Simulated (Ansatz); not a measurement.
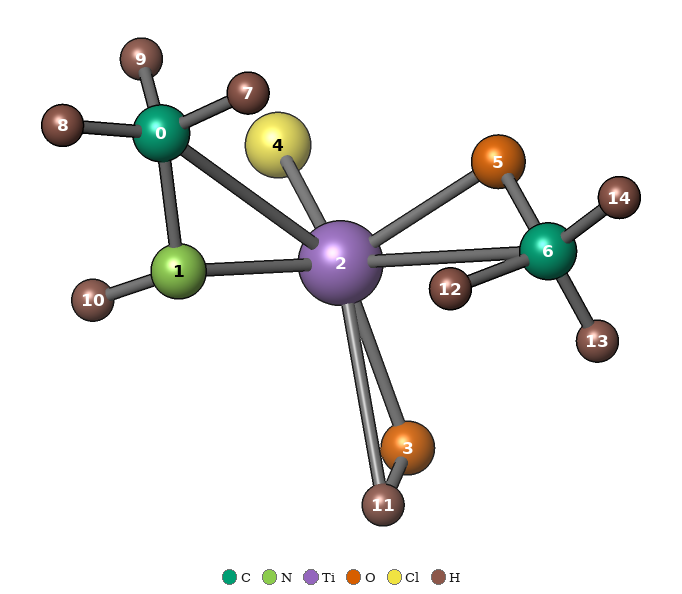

The picture shows the input geometry. Atoms are numbered from 0, in the order of the input.

The calculation was set up as follows.

```yaml
crystal:
  periodic: [false, false, false]
  atoms:
    - {symbol: C, position_ang: [-1.441600, 1.461800, 0.182700]}
    - {symbol: N, position_ang: [-1.459100, 0.196100, -0.463700]}
    - {symbol: Ti, position_ang: [0.463500, -0.151700, -1.008800]}
    - {symbol: O, position_ang: [0.755200, -2.001200, -1.611800]}
    - {symbol: Cl, position_ang: [1.099000, 1.284300, -2.745700]}
    - {symbol: O, position_ang: [1.673700, 0.176700, 0.548300]}
    - {symbol: C, position_ang: [1.421800, -0.879500, 1.436500]}
    - {symbol: H, position_ang: [-0.861800, 1.492800, 1.103200]}
    - {symbol: H, position_ang: [-2.535000, 1.798300, 0.452800]}
    - {symbol: H, position_ang: [-1.049400, 2.269300, -0.484900]}
    - {symbol: H, position_ang: [-2.012400, 0.261600, -1.330800]}
    - {symbol: H, position_ang: [0.034100, -2.507300, -1.059100]}
    - {symbol: H, position_ang: [0.248600, -0.950100, 1.546700]}
    - {symbol: H, position_ang: [1.778400, -1.818100, 1.045200]}
    - {symbol: H, position_ang: [1.863100, -0.683800, 2.418700]}
basis:
  gaussian: {orbitals: def2-SVP}
hamiltonian: {xc: pbe, dispersion: d4}
relax: {f_tol: 0.03, max_steps: 200}
```

What the program printed (its end):

```
mean field -43399.42659764 eV, -1594.8995102752 hartree, gradient 2.0e-5 eV, S^2 0.000000; 1 other end points of the search recorded, 0 dependent functions left out
the calculation of the forces begins
reference -43399.42668831 eV, -1594.8995136073 hartree; 41, 41 occupied and 118, 118 virtual orbitals, 1813 factors
Total energy: -43399.79860485 eV, -1594.9131812881 hartree
Atom 0 at    -1.655227     1.534695     0.165437 Å, force    -0.010924    -0.016974     0.000521 eV/Å
Atom 1 at    -1.304511     0.608737    -0.889067 Å, force    -0.014468     0.009551    -0.000142 eV/Å
Atom 2 at     0.243726    -0.436173    -1.044210 Å, force    -0.000678    -0.007140    -0.006789 eV/Å
Atom 3 at    -0.089015    -1.747494    -2.226055 Å, force     0.002989     0.007312     0.010002 eV/Å
Atom 4 at     1.949675     0.875642    -1.704921 Å, force    -0.003714    -0.000554     0.001042 eV/Å
Atom 5 at     0.760629    -0.961675     0.570390 Å, force     0.007772     0.010802     0.027779 eV/Å
Atom 6 at     1.611658    -0.824703     1.670724 Å, force    -0.003774     0.003277     0.003636 eV/Å
Atom 7 at    -0.875255     1.524140     0.954656 Å, force    -0.001238     0.000322    -0.000119 eV/Å
Atom 8 at    -2.622891     1.279111     0.658900 Å, force     0.016165     0.001926    -0.006641 eV/Å
Atom 9 at    -1.734298     2.585662    -0.198153 Å, force     0.000817     0.005685    -0.002669 eV/Å
Atom 10 at    -2.005041     0.562299    -1.640555 Å, force     0.017314    -0.002013     0.008405 eV/Å
Atom 11 at     0.146502    -2.691028    -2.230725 Å, force    -0.000729    -0.002119    -0.002831 eV/Å
Atom 12 at     1.100473    -0.292584     2.505540 Å, force     0.001783    -0.008921    -0.016935 eV/Å
Atom 13 at     1.931011    -1.822390     2.046804 Å, force    -0.003090    -0.000245    -0.008852 eV/Å
Atom 14 at     2.520664    -0.245040     1.390535 Å, force    -0.008226    -0.000909    -0.006408 eV/Å
Dipole moment:    -0.357826    -0.326760     0.416645 e Å
```
